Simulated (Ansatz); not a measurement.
**FH4PSi: density, localisation and related maps**

The calculation's input:

```
crystal:
  periodic: [false, false, false]
  atoms:
    - {symbol: F, position_ang: [-0.552928, -0.651032, -1.380698]}
    - {symbol: P, position_ang: [1.073470, -0.379530, 1.467698]}
    - {symbol: Si, position_ang: [0.150582, -1.590738, -0.226801]}
    - {symbol: H, position_ang: [-0.903569, -2.488405, 0.344502]}
    - {symbol: H, position_ang: [1.229152, -2.397584, -0.881873]}
    - {symbol: H, position_ang: [1.724890, 0.531477, 0.561959]}
    - {symbol: H, position_ang: [-0.092957, 0.453822, 1.607784]}
basis:
  gaussian:
    orbitals: def2-TZVPD
magnetization:
  spin_polarized: false
hamiltonian:
  xc: {name: PBE0}
output: {forces: true, orbitals: {seedname: orbitals}}
```

Command:

```sh
ansatz run input.yaml --threads 1 --pin off --max-ram 2610MiB --events-out events.jsonl --progress --plain --runs-dir runs
```

Geometry: BLYP-D3(BJ)/def2-SVP.

These are results of isolated molecule in a Gaussian basis; Kohn-Sham density functional theory, functional PBE0 in Ansatz 0.2.0, not measurements.

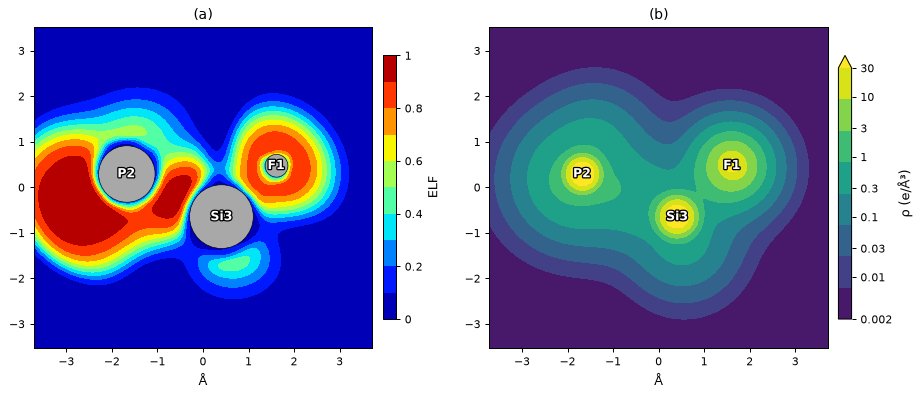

Figure 1. (a) ELF; (b) total electron density on the plane of atoms F1, Si3 and P2. Grey discs cover the atomic cores in the ELF map.

Question: Describe what can be read from this map.

Answer: Atoms in the plane: F, P and Si.
Si–F (1.65 Å): the density is about 1.1 e/Å³ at the midpoint; the ELF peaks at about 0.85 in the valence shell of F, 0.6 Å from its nucleus, and is about 0.55 at the midpoint.
Si–P (2.28 Å): ρ is about 0.71 e/Å³ halfway; the ELF peaks at about 0.95 between the atoms: localised, covalent bonding.
The ELF also peaks beside P2 and F1, away from the bonds: lone-pair regions.

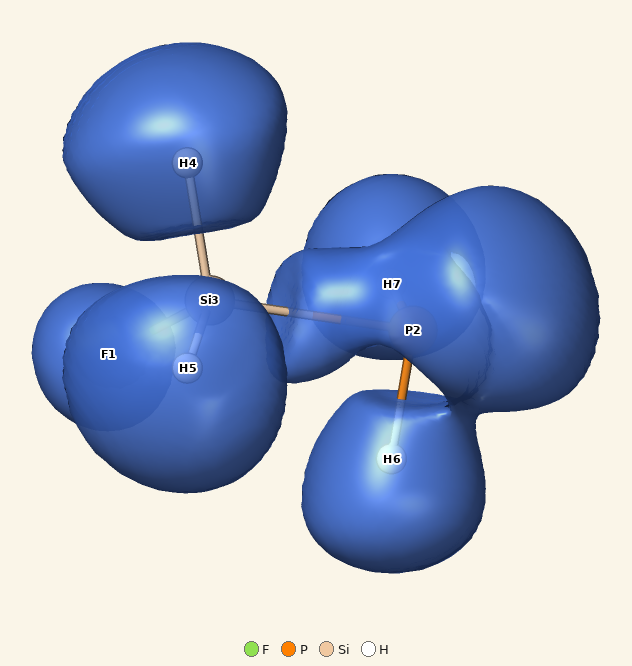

Figure 2. Isosurface of the ELF at 0.75 (blue), seen at a tilt. Core shells and regions of very low density are left out.

Question: What do the ELF domains correspond to?

Answer: At this value the surface marks out two regions around hydrogen nuclei, one region wrapped around F (its lone pairs, merged into a ring or cap) and one joined region spread over several atoms (H, P), in which their bonds and any lone pairs are merged.

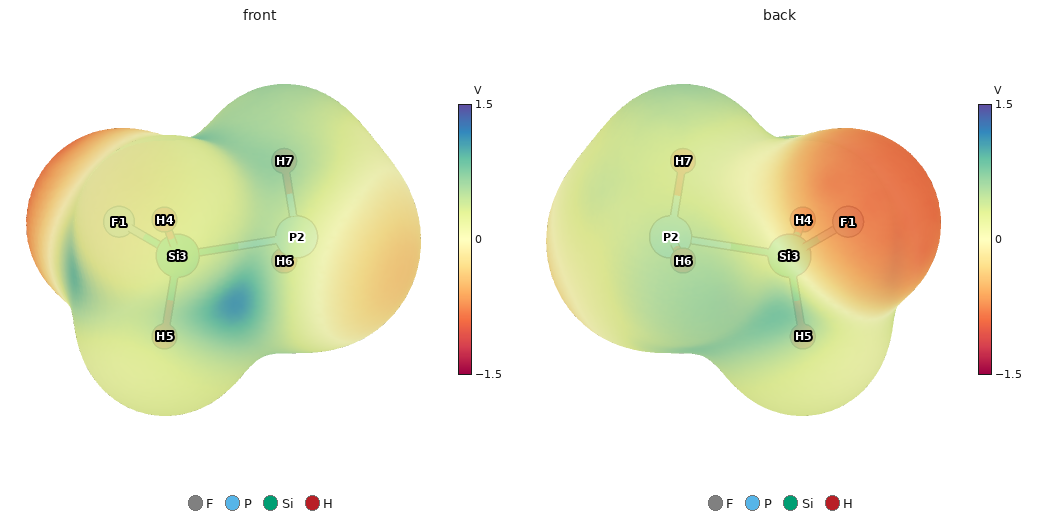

Figure 3. The molecular electrostatic potential painted on the density surface at 0.001 e/bohr³, seen from the front and from behind; red is negative and blue positive.

Question: Which sites attract a positive test charge, and which a negative one?

Answer: A positive charge is drawn to the negative regions and a negative charge to the positive ones. The most negative region (about −0.9 V) lies over F1, the most positive (about +1.0 V) over Si3.
